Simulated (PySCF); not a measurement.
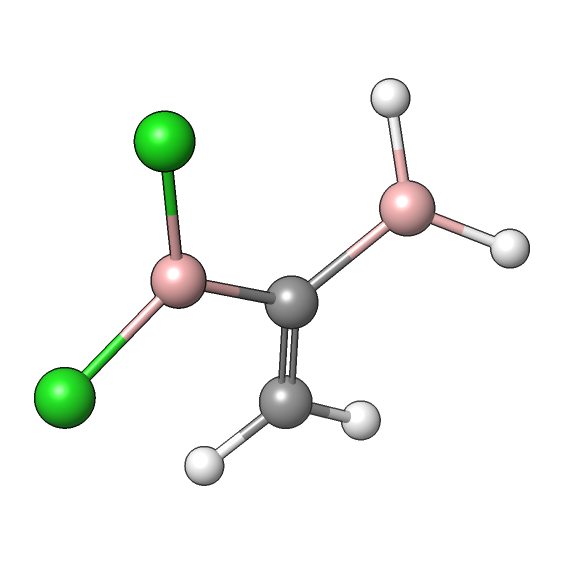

The picture shows a molecular structure as a ball-and-stick model. Multiple sticks mark multiple bonds (one Kekulé form). Colours: boron pink, carbon grey, chlorine green, hydrogen white.

Computed geometry: GFN2-xTB optimisation. No frequency run is at hand to confirm it as a minimum.

What is the molecular formula?

C₂H₄B₂Cl₂, 10 atoms: 2 carbon, 4 hydrogen, 2 boron and 2 chlorine.

What is its SMILES?

BC(=C)B(Cl)Cl

Name functional groups in it.

Among them: alkene, B–H bond.

How many atoms are distinct by symmetry?

10: 1 B, 1 C, 1 C, 1 B, 1 Cl, 1 Cl, 1 H, 1 H, 1 H, 1 H.

More results for the same structure follow; atom numbers are the same in all pictures, views and colours differ.

## Shape

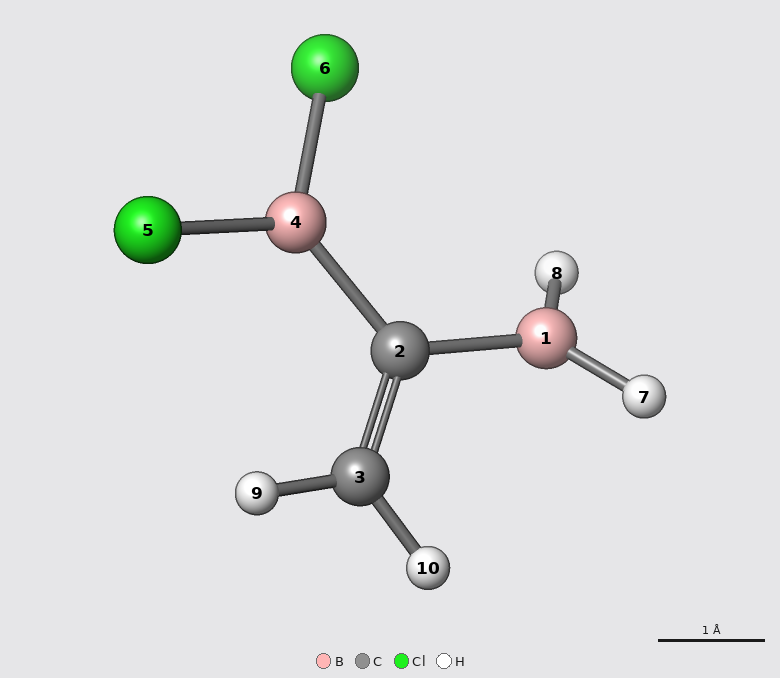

The atoms are numbered. No frequency run is at hand to confirm it as a minimum.

Give the bond lengths.

```csv
bond,length (Å),order
B1–C2,1.558,single
B1–H7,1.167,single
B1–H8,1.167,single
C2–C3,1.347,double
C2–B4,1.569,single
C3–H9,1.080,single
C3–H10,1.078,single
B4–Cl5,1.725,single
B4–Cl6,1.719,single
```

## NMR shielding

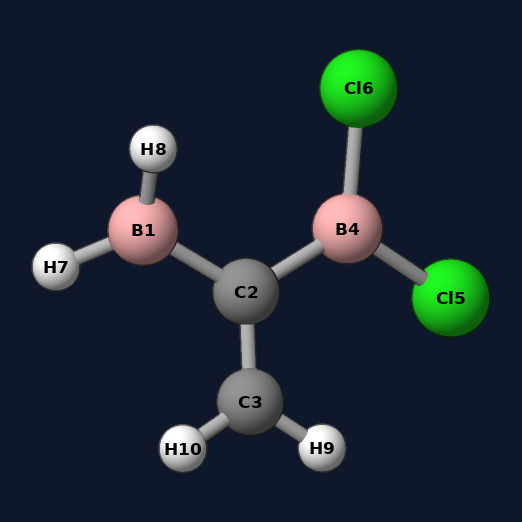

No frequency run is at hand to confirm it as a minimum. Method: GIAO PBE0/pcSseg-1 NMR shielding, non-relativistic, gas phase (PySCF 2.14.0). Principal shieldings σ11 ≤ σ22 ≤ σ33, span Ω = σ33 − σ11, skew κ = 3(σiso − σ22)/Ω.

Give the shielding tensors of the C atoms.

```tsv
atom	σ11	σ22	σ33	σiso	Ω	κ
C2	−80.6	−26.2	169.9	21.0	250.5	0.57
C3	−92.2	−3.1	161.3	22.0	253.5	0.30
```

Shieldings and span in ppm.

## Quadrupole coupling

No frequency run is at hand to confirm it as a minimum. Electric field gradients from the ground-state density, PBE0/pcSseg-1 (PySCF 2.14.0), non-relativistic apart from any core potentials.

Give the largest field-gradient component, the quadrupole coupling constant and the asymmetry for 11B at B1 (Q = 40.59 mb), 11B at B4 (Q = 40.59 mb), 35Cl at Cl5 (Q = −81.7 mb), 35Cl at Cl6 (Q = −81.7 mb), 2H at H7 (Q = 2.86 mb), 2H at H8 (Q = 2.86 mb), 2H at H9 (Q = 2.86 mb), 2H at H10 (Q = 2.86 mb).

```csv
atom,V_zz (a.u.),e²qQ/h (MHz),η
B1,0.638,6.09,0.06
B4,0.349,3.33,0.69
Cl5,2.046,−39.3,0.64
Cl6,2.031,−39.0,0.75
H7,0.244,0.164,0.13
H8,0.243,0.163,0.12
H9,0.322,0.216,0.02
H10,0.328,0.221,0.02
```

## Electronic properties

No frequency run is at hand to confirm it as a minimum. Method: CAM-B3LYP/def2-SVPD, gas phase (PySCF 2.14.0). Excitations: vertical, linear response.

Give the lowest vertical singlet excitation at this level.

5.01 eV.

Give the HOMO–LUMO gap at this level.

8.35 eV.

What is the brightest of the 8 lowest singlets?

6.66 eV.

Give the dipole moment at this level.

1.69 D.

The geometry is semi-empirical. Around B such bond lengths and angles can be off by a tenth of an ångström or more and by several degrees, and values that hang on the shape move with them.
